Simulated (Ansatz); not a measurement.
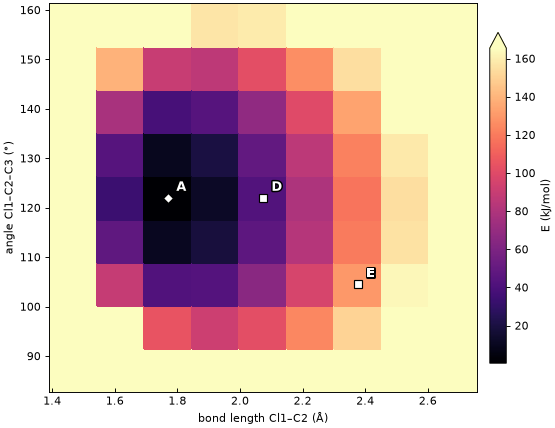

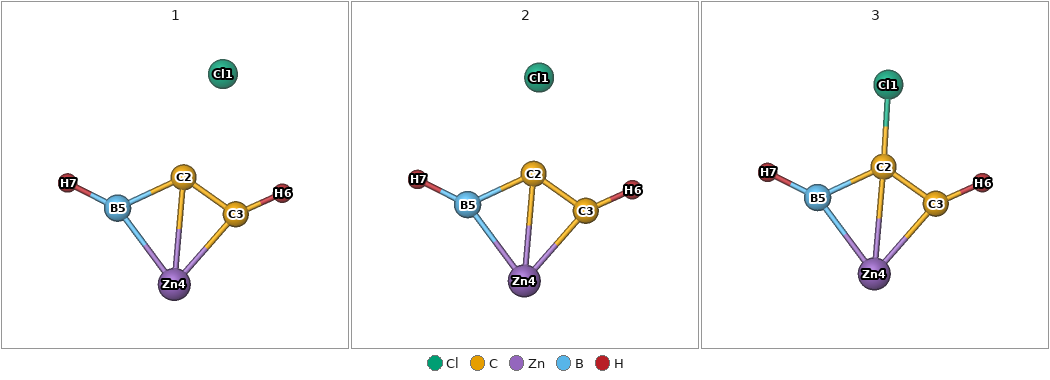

C2H2BClZn. First axis: bond length Cl1–C2. Second axis: angle Cl1–C2–C3. Nothing is relaxed (all other coordinates rigid). Grid: 9 × 9 points. Energies: kJ/mol, counted from the relaxed molecule at the same level. The reference is spin-restricted, which grows unreliable where a bond is stretched far. These are results of Ansatz, RKS r2SCAN-D4/def2-SVP, not measurements.

In the figure: one coloured cell a grid point, one colour for all values above the top of the scale, lettered points. The numbered pictures are the structures at these points, in random order.

Q: Which structure belongs to which point?

A: A is structure 3: bond length Cl1–C2 = 1.770 Å, angle Cl1–C2–C3 = 122.0°, 0.27 kJ/mol; D is structure 2: bond length Cl1–C2 = 2.074 Å, angle Cl1–C2–C3 = 122.0°, 42 kJ/mol; E is structure 1: bond length Cl1–C2 = 2.377 Å, angle Cl1–C2–C3 = 104.5°, 130 kJ/mol.
